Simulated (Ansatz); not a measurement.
# What BeMoS3 (built on the sites of a database entry of BaMoO3) distorts into

Aim: this structure of BeMoS3 (built on the sites of a database entry of BaMoO3) is to be tested for unstable modes, and one is followed downhill.

Program: Ansatz 0.2.0. Level of theory: DFT PBEsol, scalar-relativistic, plane waves, PAW. Results are calculated unless marked as measured.

The structure was built from a prototype and need not be the compound's stable phase.

## (1) Starting point

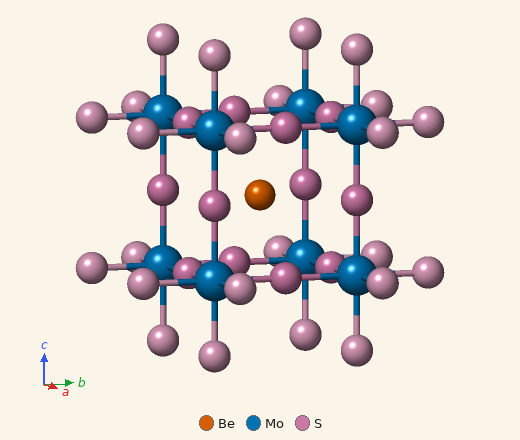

Start, viewed slightly off an axis; beryllium orange, molybdenum blue, sulfur pink. Some periodic images of atoms are drawn too.

## (2) Response at finite wavevector

The cell comes from relaxations at this level that are not shown. Stability and thermal properties need the whole zone. Linear response on a 2×2×2 q mesh gives force constants as far as a supercell of that size would.

input.yaml

```yaml
crystal:
  lattice:
    - [4.6206887221, 0.0, 0.0]
    - [0.0, 4.6206887221, 0.0]
    - [0.0, 0.0, 4.6206887221]
  atoms:
    - { symbol: Be, position: [0.5, 0.5, 0.5] }
    - { symbol: Mo, position: [0.0, 0.0, 0.0] }
    - { symbol: S, position: [0.0, 0.5, 0.0] }
    - { symbol: S, position: [0.0, 0.0, 0.5] }
    - { symbol: S, position: [0.5, 0.0, 0.0] }
kpoints:
  mp_grid: { grid: [6, 6, 6] }
hamiltonian:
  xc: pbesol
scf:
  occupations: { method: methfessel_paxton, width: 0.15 }
output:
  eigenvalues: true
phonons:
  method: dfpt
  qmesh: [2, 2, 2]
  temperatures: { t_max: 1000, t_step: 50 }
  qpath:
    path:
      - [[0.0, 0.0, 0.0], [0.0, 0.5, 0.0], [0.5, 0.5, 0.0], [0.0, 0.0, 0.0], [0.5, 0.5, 0.5], [0.0, 0.5, 0.0]]
      - [[0.5, 0.5, 0.5], [0.5, 0.5, 0.0]]
    npoints: 10
```

On the command line:

```
$ ansatz run input.yaml --threads 8 --pin off --max-ram 14336MiB --backend cpu --events-out ev --progress --plain --runs-dir out
```

Numbers of over 12 decimals in the logs are rounded to 6 here.

Log:

```text
Engine: ansatz 0.2.0, x86_64-unknown-linux-gnu
Pseudopotentials: kind: paw
Pseudopotential: Be, paw, valence charge 2, recommended cutoff 420 eV (normal), Be.paw.azcp
Pseudopotential: Mo, paw, valence charge 14, recommended cutoff 420 eV (normal), Mo.paw.azcp
Pseudopotential: S, paw, valence charge 6, recommended cutoff 420 eV (normal), S.paw.azcp
Functional definition: PBEsol
  exchange = pbesol_x
  correlation = pbesol_c
Crystal: 5 atoms, lattice volume = 98.655 Å³
Basis set: ecut = 420 eV, 1935 PW (Γ), exchange–correlation on 64×64×64 points (8 copies of the dense FFT grid, shifted against one another)
Bands: 22, of which v1, the nominal top of the filled ones, is band 17 counted from 1 (16 counted from 0)
Symmetry: 48 space group operations
k-points: 20 of 216
Non-local potential: Be, projectors of the file, l = 0: 2, l = 1: 2, l = 2: 1
Non-local potential: Mo, projectors of the file, l = 0: 3, l = 1: 2, l = 2: 2, l = 3: 1
Non-local potential: S, projectors of the file, l = 0: 2, l = 1: 2, l = 2: 2
PAW form: soft (Blöchl's): semilocal exchange-correlation on the pseudo side does not see the compensation charge
PAW frozen core: Be, regenerated for the run's functional, and the local potential with it (the file was generated under x = pbe(κ = 0.804, μ = 0.219515), c = pbe(β = 0.066725))
PAW frozen core: Mo, regenerated for the run's functional, and the local potential with it (the file was generated under x = pbe(κ = 0.804, μ = 0.219515), c = pbe(β = 0.066725))
PAW frozen core: S, regenerated for the run's functional, and the local potential with it (the file was generated under x = pbe(κ = 0.804, μ = 0.219515), c = pbe(β = 0.066725))
PAW one-centre angular grid: Be, 110 points (default); XC on 64 Gauss nodes
PAW one-centre angular grid: Mo, 590 points (default); XC on 64 Gauss nodes
PAW one-centre angular grid: S, 110 points (default); XC on 64 Gauss nodes
Initial density: superposition of atomic densities (neutral atoms: chi_scale 0, normalization atom), corrected by the library's trained network
Initial wavefunctions: pseudopotential atomic-orbital guess
Functional: x = pbesol(κ = 0.804, μ = 0.123457), c = pbesol(β = 0.046)
SCF iter   1: F=—  HF=-7640.298257 eV  |F-HF|=—  |Δ(HF+E_count)|=         —  Δρ=4.25e-3  dr2=4.48e-2  ethr=1.77e-3  ⟨swp⟩=6.8  Hψ=4775  notcnv=0
automatic band count: the SCF goes on with 27 bands, as 22 were too few: they end inside the smearing window of the response
preconditioner: auto → Kerker (q_TF=auto, 2.284 Å⁻¹)  [metal: Δε(μ)=0.025 eV  Ē_g=9.166 eV  σ=0.150 eV  W_gap=0.14  n_scr=18 (ndim 8)  ℏωp=19.1 eV  f_vac=0.000  D(μ)=5.06/eV (n_scr^D=56)]
SCF iter   2: F=—  HF=-7640.293946 eV  |F-HF|=—  |Δ(HF+E_count)|=   4.31e-3  S|Δr|=    0.00e0  Δρ=2.79e-3  dr2=2.20e-2  ethr=1.32e-4  ⟨swp⟩=1.0  Hψ=700  notcnv=0
preconditioner: auto → Resta (q_TF=auto, 2.284 Å⁻¹)  ε∞=5.3  [insulator: Δε(μ)=0.163 eV  Ē_g=9.156 eV  σ=0.150 eV  W_gap=0.55  n_scr=18 (ndim 8)  ℏωp=19.1 eV  f_vac=0.000  D(μ)=5.13/eV (n_scr^D=56)  ε∞_Penn≈5.3]
SCF iter   3: F=—  HF=-7640.290170 eV  |F-HF|=—  |Δ(HF+E_count)|=   3.78e-3  S|Δr|=    0.00e0  Δρ=5.94e-4  dr2=4.37e-4  ethr=6.46e-5  ⟨swp⟩=1.4  Hψ=503  notcnv=0
SCF iter   4: F=—  HF=-7640.290096 eV  |F-HF|=—  |Δ(HF+E_count)|=   7.39e-5  S|Δr|=    0.00e0  Δρ=2.13e-4  dr2=7.40e-5  ethr=1.29e-6  ⟨swp⟩=2.4  Hψ=687  notcnv=0
SCF iter   5: F=—  HF=-7640.290083 eV  |F-HF|=—  |Δ(HF+E_count)|=   1.26e-5  S|Δr|=    0.00e0  Δρ=3.50e-5  dr2=1.81e-6  ethr=2.18e-7  ⟨swp⟩=1.6  Hψ=506  notcnv=0
SCF iter   6: F=—  HF=-7640.290082 eV  |F-HF|=—  |Δ(HF+E_count)|=   1.39e-6  S|Δr|=    0.00e0  Δρ=6.23e-6  dr2=2.64e-8  ethr=5.32e-9  ⟨swp⟩=2.6  Hψ=756  notcnv=0
SCF iter   7: F=—  HF=-7640.290082 eV  |F-HF|=—  |Δ(HF+E_count)|=   3.77e-9  S|Δr|=    0.00e0  Δρ=1.60e-6  dr2=4.12e-9  ethr=7.78e-11  ⟨swp⟩=2.5  Hψ=807  notcnv=0
SCF iter   8: F=—  HF=-7640.290082 eV  |F-HF|=—  |Δ(HF+E_count)|=  6.46e-11  S|Δr|=    0.00e0  Δρ=4.60e-7  dr2=2.95e-10  ethr=1.21e-11  ⟨swp⟩=1.2  Hψ=537  notcnv=0
SCF iter   9: F=-7640.290082 eV  HF=-7640.290082 eV  |F-HF|=3.64e-12  |Δ(HF+E_count)|=  4.55e-11  S|Δr|=    0.00e0  Δρ=3.94e-8  dr2=1.57e-12  ethr=1.00e-12  ⟨swp⟩=8.3  Hψ=2876  notcnv=0
SCF 1 converged in 9 iterations: F = -7640.290082 eV  dr2 = 1.57e-12
  greatest PAW one-centre occupation: 0.999 electrons in one spin orbital (limit 2), on the Mo atom at site 1 (counted from 0), in its partial waves of l = 0
Initial density: read from a saved state, or passed on in memory by an earlier SCF of this step, an earlier step, the calling program or the single point that the run made first
iter 1 solved again at ethr=2.18e-7 eV; its pass at ethr=3.10e-3 eV (dr2=7.41e-5 eV) is discarded
SCF iter   1: F=—  HF=-7640.290078 eV  |F-HF|=—  |Δ(HF+E_count)|=         —  Δρ=7.88e-7  dr2=8.85e-10  ethr=2.18e-7  ⟨swp⟩=3.0  Hψ=3317  notcnv=0
eigensolver tolerance schedule: the retry pair's looser diagonalisation over-reported the residual by 83698.06 of it (diagonalisation noise at an unbounded share of the residual, at the tolerance the schedule requests for it); recorded, not acted on — ethr = c·dr2/N_el stays at c = 1.0e-1
preconditioner: auto → Resta (q_TF=auto, 2.284 Å⁻¹)  ε∞=8.4  [insulator: Δε(μ)=0.137 eV  Ē_g=7.028 eV  σ=0.150 eV  W_gap=0.52  n_scr=18 (ndim 8)  ℏωp=19.1 eV  f_vac=0.000  D(μ)=5.22/eV (n_scr^D=56)  ε∞_Penn≈8.4]
SCF iter   2: F=—  HF=-7640.290082 eV  |F-HF|=—  |Δ(HF+E_count)|=   3.49e-6  S|Δr|=    0.00e0  Δρ=4.11e-7  dr2=2.83e-10  ethr=2.60e-12  ⟨swp⟩=3.5  Hψ=1138  notcnv=0
SCF iter   3: F=—  HF=-7640.290082 eV  |F-HF|=—  |Δ(HF+E_count)|=  2.00e-11  S|Δr|=    0.00e0  Δρ=2.64e-7  dr2=1.11e-10  ethr=1.00e-12  ⟨swp⟩=1.0  Hψ=440  notcnv=0
SCF iter   4: F=—  HF=-7640.290082 eV  |F-HF|=—  |Δ(HF+E_count)|=  6.37e-12  S|Δr|=    0.00e0  Δρ=1.00e-7  dr2=1.29e-11  ethr=1.00e-12  ⟨swp⟩=1.0  Hψ=440  notcnv=0
SCF iter   5: F=-7640.290082 eV  HF=-7640.290082 eV  |F-HF|=1.82e-12  |Δ(HF+E_count)|=  2.73e-12  S|Δr|=    0.00e0  Δρ=1.34e-8  dr2=3.13e-13  ethr=1.00e-12  ⟨swp⟩=2.7  Hψ=895  notcnv=0
SCF 2 converged in 5 iterations: F = -7640.290082 eV  dr2 = 3.13e-13
phonons: the bands overlap, so this run is a metal and interpolates without the dipole-dipole term. If the crystal is really an insulator or semiconductor, its LO-TO splitting is missing
NSCF: frozen V_eff on 20 k-points
NSCF: frozen V_eff on 64 k-points
DFPT response loops at q = (0, 0, 0) (fractional): preconditioner auto → Kerker (q_TF=auto, 2.284 Å⁻¹) (partly filled bands, converged f_vac=0.000); β = 1.00, the filter's whole step (`scf.mixing.beta` (0.50) is not read by the response loops under this deck's `scf.mixing.preconditioner`; to damp them name `kerker` or `kerker_dos`, under which they read `scf.mixing.beta`, and type it under 1.00, their step now; both keys bind the ground state too); Broyden in place of MSR1
NSCF: frozen V_eff on 128 k-points
DFPT response loops at q = (0, 0, -0.5) (fractional): mixed as the last ones told, above
NSCF: frozen V_eff on 128 k-points
DFPT response loops at q = (0, -0.5, -0.5) (fractional): mixed as the last ones told, above
NSCF: frozen V_eff on 128 k-points
DFPT response loops at q = (-0.5, -0.5, -0.5) (fractional): mixed as the last ones told, above
SCF converged after 9 iterations
Stability not checked: this state was not tested for a lower state beside it, because cold or Methfessel-Paxton smearing, or corrected tetrahedra, fill the levels in a way that the test cannot read (fill_not_monotonic; see scf.lower_state_search)
Free energy (F): -7640.290082 eV
Harris-Foulkes:  -7640.290082 eV  (|F-HF|=3.64e-12)
Internal energy: -7640.282163 eV  (E = F + TS)
E sigma→0 (E₀):  -7640.288102 eV
Entropy (-TS):   -0.007919 eV (-1.584 meV/atom)
Fermi energy:    7.026543 eV
--- Per-component energies (eV) ---
  E_band       = -237.076610
  E_kinetic    = 773.316236
  E_local      = -2304.886824  (includes V_loc(G=0)·N_el)
  E_nonlocal   = 235.273143
  E_hartree    = 862.695149
  E_xc         = -485.659378
  E_vxc        = -505.349863  (∫ρ·V_xc dr)
  E_paw        = -4953.038154  (= ΣΔE_a)
  E_vpaw       = -160.819622  (= ΣTr[D̂ρ^β])
  E_aug_tail   = 0.000037  (compensation charges beyond the density's cutoff)
  E_ewald      = -1768.387049
  E_core_change = 0.404679  (= ΣΔE_core)
  E_smearing   = -0.007919  (= −TS)
  E_closure    = 0.000000  (closes the sum)
  Σ components = -7640.290082   (vs F -7640.290082, Δ=0.00e0)
--- Band table (eV; the first three rows and the last of 20) ---
  k-point 0: bands = [... 13 lower, 5.6641, 5.6641, 5.6641, 5.9219, 6.3097, 6.3097, 6.3097, 7.7624, ... 6 higher]
  k-point 1: bands = [... 13 lower, 5.3612, 5.4928, 6.0810, 6.0810, 6.6207, 6.9124, 6.9124, 7.7810, ... 6 higher]
  k-point 2: bands = [... 13 lower, 5.1893, 5.3862, 6.1796, 6.1796, 7.6349, 7.8081, 7.9547, 7.9547, ... 6 higher]
  k-point 19: bands = [... 13 lower, 5.6735, 7.2819, 7.2819, 7.2819, 8.2449, 8.2449, 8.2449, 12.3616, ... 6 higher]
--- Phonons (Γ-DFPT): 4 representative perturbations + reference (Σ response iterations 12) ---
  ASR residual: 1.424e-4 → 0.000e0 eV/Å²; symmetrization residual: 1.864e-6 eV/Å²
  ASR residual per site (eV/Å²): 1.42e-4 4.36e-5 2.90e-5 2.90e-5 2.90e-5
  Γ frequencies (cm⁻¹): -282.68 -282.68 -282.68 -113.42 -113.42 -113.42 -42.19 -42.19 -42.19 0.00 0.00 0.00 385.14 385.14 385.14
--- Phonons (arbitrary-q DFPT): 4 irreducible q on the 2×2×2 mesh ---
  q = [0.0000, 0.0000, 0.0000] (star 1, of the zone-centre solve; hermiticity 2.57e-7, symmetrization 1.11e-13): -282.68 -282.68 -282.68 -113.42 -113.42 -113.42 -42.19 -42.19 -42.19 -0.00 -0.00 0.00 385.14 385.14 385.14
  q = [0.0000, 0.0000, -0.5000] (star 3, 9 solved perturbations in 504 linear systems a pass and spin channel, the states on 64 of 216 k-point pairs; hermiticity 3.95e-7, symmetrization 5.55e-8): -247.61 -247.61 -226.40 -152.97 -152.97 -117.84 -53.21 -53.21 63.03 104.84 121.45 121.45 366.72 366.72 453.43
  q = [0.0000, -0.5000, -0.5000] (star 3, 9 solved perturbations in 504 linear systems a pass and spin channel, the states on 64 of 216 k-point pairs; hermiticity 1.51e-7, symmetrization 2.62e-8): -291.07 -291.07 -242.47 -199.47 -81.63 66.05 66.05 70.29 70.29 154.40 154.40 193.65 341.36 345.14 489.53
  q = [-0.5000, -0.5000, -0.5000] (star 1, 4 solved perturbations in 184 linear systems a pass and spin channel, the states on 64 of 216 k-point pairs; hermiticity 2.86e-8, symmetrization 1.73e-8): -264.13 -264.13 -264.13 -201.97 -201.97 -201.97 86.88 86.88 86.88 207.16 207.16 207.16 309.74 309.74 522.22
  sum rule: each row above includes the acoustic sum rule's correction from the zone centre's row sums; it moved no ω² by more than (2.07 cm⁻¹)²
  mesh force constants: q→R imaginary residual 5.58e-18; ASR residual 1.424e-4 → 0.000e0 eV/Å²; symmetrization residual 2.132e-14 eV/Å²
  interpolated dispersion: 62 rows × 15 modes
  density of states and harmonic sums: on the 14×14×14 q-mesh, interpolated from the force constants of a 2×2×2 supercell (no non-analytic term)
  largest difference from the sums on the solved wave vectors: F 3.10e-2 eV, S 4.13e-5 and C_V 1.03e-5 eV/K
  zero-point energy: 0.108106 eV/cell   skipped modes (ω ≤ 0): 843, of them read as no rigid motion or as one in doubt: 840 (7.004e0 modes/cell left out, lowest -291.07 cm⁻¹)   left out of the sums: 4.67e-1 of the cell's modes: C_V's classical limit lies that fraction below 3 k_B per atom; for a crystal, a wire or a layer, F and S can be off by more, and a phonons.interpolated_qmesh denser along its periods is the remedy for the sampling
```

Elapsed: 35 s, on 8 threads of Intel Xeon Platinum 8559C (Emerald Rapids), shared host; peak memory 0.89 GiB; 3.7 min of CPU time.

Numbers from this step:

- volume per atom: 19.73 Å³
- gap on the k-mesh: 0 eV
- sum-rule residual before enforcement: 1.42e-4 eV/Å²
- lowest frequency on the path: -291.1 cm⁻¹
- point group: m-3m
- highest frequency on the path or at a solved wavevector: 522.2 cm⁻¹
- highest optical mode at the zone centre (no LO-TO term): 385.1 cm⁻¹
- lowest optical zone-centre mode: -282.7 cm⁻¹
- lowest mode on the q mesh (acoustic modes at Γ apart): -291.1 cm⁻¹

Frequencies (cm⁻¹) solved at each irreducible wavevector; negative means imaginary. Frequencies by wavevector, by row:

```tsv
q in reciprocal lattice units	star	mode 1	mode 2	mode 3	mode 4	mode 13	mode 14	mode 15
0 0 0	1	-282.7	-282.7	-282.7	-113.4	385.1	385.1	385.1
0 0 -0.5	3	-247.6	-247.6	-226.4	-153	366.7	366.7	453.4
0 -0.5 -0.5	3	-291.1	-291.1	-242.5	-199.5	341.4	345.1	489.5
-0.5 -0.5 -0.5	1	-264.1	-264.1	-264.1	-202	309.7	309.7	522.2
```

Interpolated from a 2×2×2 q mesh. Phonon branches along the path, in cm⁻¹:

```tsv
point	branch 1	branch 2	branch 3	branch 4	branch 12	branch 13	branch 14	branch 15
Γ	-283	-283	-283	-113	0	385	385	385
X	-248	-248	-226	-153	121	367	367	453
M	-291	-291	-242	-200	194	341	345	490
Γ	-283	-283	-283	-113	0	385	385	385
R	-264	-264	-264	-202	207	310	310	522
X	-248	-248	-226	-153	121	367	367	453
jump to R	-264	-264	-264	-202	207	310	310	522
M	-291	-291	-242	-200	194	341	345	490
```

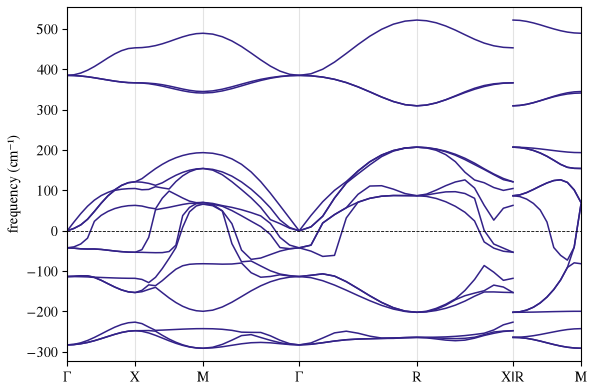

Phonon branches along the path.

Symmetry leaves 4 wavevectors to solve. The lowest mode among them, the acoustic zeros apart, lies at q = (0, -0.5, -0.5) and is imaginary, 291.1i cm⁻¹, so the energy falls along it.

## (3) The mode frozen in, largest atomic shift 0 Å

The mode followed lies at q = (0, -0.5, -0.5) with frequency 291.1i cm⁻¹ and is 2-fold degenerate, the softest among the wavevectors solved. At small amplitude the distorted cell has space group no. 10 by a symmetry search on the positions. The undistorted cell that holds it gives the zero of energy on the same k mesh.

System of this step: BeMoS3 (built on the sites of a database entry of BaMoO3). It takes space group Pm-3m (No. 221, cubic). The conventional cell has a = 4.621 Å, b = 4.621 Å, c = 4.621 Å, α = 90.00°, β = 90.00°, γ = 90.00°. Be has 12 S at 3.27 Å nearest. Nearest to Mo lie 6 S at 2.31 Å. S has 2 Mo at 2.31 Å nearest. S has 2 Mo at 2.31 Å nearest. Farther neighbours and most contacts between anions are not listed.

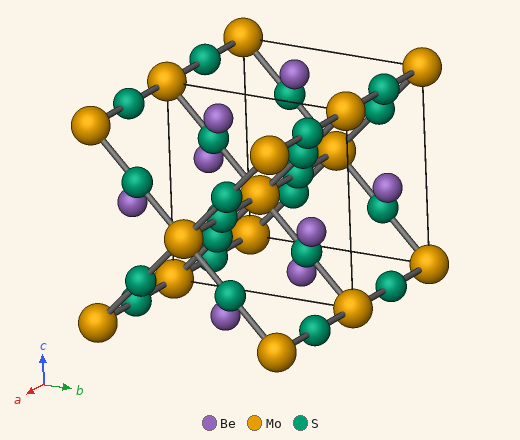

The cell of this step (beryllium purple, molybdenum orange, sulfur teal). 2×1×1 cells are drawn. Some periodic images of atoms are drawn too.

input.yaml

```yaml
crystal:
  lattice:
    - [-4.6206887221, 0.0, 0.0]
    - [0.0, -4.6206887221, -4.6206887221]
    - [0.0, -4.6206887221, 4.6206887221]
  atoms:
    - { symbol: Be, position: [0.5, 0.0, 0.5] }
    - { symbol: Be, position: [0.5, 0.5, 0.0] }
    - { symbol: Mo, position: [0.0, 0.0, 0.0] }
    - { symbol: Mo, position: [0.0, 0.5, 0.5] }
    - { symbol: S, position: [0.0, 0.75, 0.75] }
    - { symbol: S, position: [0.0, 0.25, 0.25] }
    - { symbol: S, position: [0.0, 0.25, 0.75] }
    - { symbol: S, position: [0.0, 0.75, 0.25] }
    - { symbol: S, position: [0.5, 0.0, 0.0] }
    - { symbol: S, position: [0.5, 0.5, 0.5] }
kpoints:
  mp_grid: { grid: [6, 6, 6] }
hamiltonian:
  xc: pbesol
scf:
  occupations: { method: methfessel_paxton, width: 0.15 }
output:
  forces: true
  stress: true
  eigenvalues: true
```

Log:

```text
[...]
Crystal: 10 atoms, lattice volume = 197.310 Å³
Basis set: ecut = 420 eV, 3891 PW (Γ), exchange–correlation on 64×90×90 points (8 copies of the dense FFT grid, shifted against one another)
Bands: 44, of which v1, the nominal top of the filled ones, is band 34 counted from 1 (33 counted from 0)
Symmetry: 32 space group operations
[...]
k-points: 40 of 216
[...]
k-point 0: bands = [... 30 lower, 5.6565, 5.9416, 6.2951, 6.2951, 6.3052, 6.8524, 7.2180, 7.7497, ... 6 higher]
  k-point 1: bands = [... 30 lower, 5.8596, 6.1134, 6.1952, 6.5117, 6.6347, 6.9184, 7.0205, 7.9929, ... 6 higher]
  k-point 2: bands = [... 30 lower, 5.8215, 6.5592, 6.5721, 6.8832, 6.9545, 7.0093, 7.4160, 7.9864, ... 6 higher]
  k-point 39: bands = [... 30 lower, 6.8554, 6.8554, 7.2350, 7.2350, 8.5694, 8.5694, 8.5882, 8.5882, ... 6 higher]
[key lines of the parts left out:]
SCF converged after 7 iterations
Free energy (F): -15280.616618 eV
Fermi energy:    7.063161 eV
P = ⅓ Tr σ = 0.0306 GPa (0.306 kbar)
```

It took 1.7 s on 8 threads; peak memory 0.91 GiB; 11 s of CPU time.

Numbers from this step:

| Item | Value |
| --- | --- |
| pressure | 0.03063 GPa |
| energy from the undistorted cell | 0 meV/atom |

The run ends at a pressure of 0.03 GPa.

## (4) The mode frozen in, largest atomic shift 0.6 Å

The atoms are moved along the unstable eigenvector, the largest shift by 0.6 Å, with the cell fixed.

input.yaml

```yaml
crystal:
  lattice:
    - [-4.6206887221, 0.0, 0.0]
    - [0.0, -4.6206887221, -4.6206887221]
    - [0.0, -4.6206887221, 4.6206887221]
  atoms:
    - { symbol: Be, position: [0.5, -0.060169967, 0.569355509] }
    - { symbol: Be, position: [0.5, 0.560169967, -0.069355509] }
    - { symbol: Mo, position: [0.0, 0.0059682711, 0.0068793869] }
    - { symbol: Mo, position: [0.0, 0.4940317289, 0.4931206131] }
    - { symbol: S, position: [0.0, 0.75, 0.75] }
    - { symbol: S, position: [0.0, 0.25, 0.25] }
    - { symbol: S, position: [0.0, 0.25, 0.75] }
    - { symbol: S, position: [0.0, 0.75, 0.25] }
    - { symbol: S, position: [0.5, -0.0128898345, -0.0148575955] }
    - { symbol: S, position: [0.5, 0.5128898345, 0.5148575955] }
kpoints:
  mp_grid: { grid: [6, 6, 6] }
hamiltonian:
  xc: pbesol
scf:
  occupations: { method: methfessel_paxton, width: 0.15 }
output:
  forces: true
  stress: true
  eigenvalues: true
```

Log:

```text
[...]
Crystal: 10 atoms, lattice volume = 197.310 Å³
Basis set: ecut = 420 eV, 3891 PW (Γ), exchange–correlation on 64×90×90 points (8 copies of the dense FFT grid, shifted against one another)
Bands: 44, of which v1, the nominal top of the filled ones, is band 34 counted from 1 (33 counted from 0)
Symmetry: 4 space group operations
[...]
k-points: 80 of 216
[...]
k-point 0: bands = [... 30 lower, 5.7790, 6.0248, 6.2756, 6.2850, 6.3910, 7.2125, 7.3434, 7.7477, ... 6 higher]
  k-point 1: bands = [... 30 lower, 5.8169, 6.2162, 6.2427, 6.4857, 6.7454, 7.0171, 7.3280, 8.1868, ... 6 higher]
  k-point 2: bands = [... 30 lower, 5.7920, 6.4903, 6.7009, 6.7084, 7.0008, 7.1805, 7.6405, 8.1484, ... 6 higher]
  k-point 79: bands = [... 30 lower, 6.8159, 7.0766, 7.1770, 7.2101, 8.1698, 8.1716, 8.5743, 8.6328, ... 6 higher]
[key lines of the parts left out:]
SCF converged after 8 iterations
Free energy (F): -15281.860392 eV
Fermi energy:    7.137630 eV
P = ⅓ Tr σ = 0.0258 GPa (0.258 kbar)
```

It took 4.4 s on 8 threads; peak memory 1.1 GiB; 30 s of CPU time.

Numbers from this step:

| Item | Value |
| --- | --- |
| pressure | 0.02579 GPa |
| energy from the undistorted cell | -124.5 meV/atom |

The energy, extrapolated to zero smearing, is -124.47 meV/atom against the undistorted cell.

The run ends at a pressure of 0.03 GPa, with forces up to 1.6 eV/Å.

[end of part 1 of 2]

[Logs are printed without paths, hosts, clocks, repeated set-up lines and the standing remarks that a program may print on its own settings, such as how far it seeks lower states.]

[Hosts, paths, dates, database ids (printed as entryN), source tags and the programs' standing remarks are cut or masked in the printed files.]
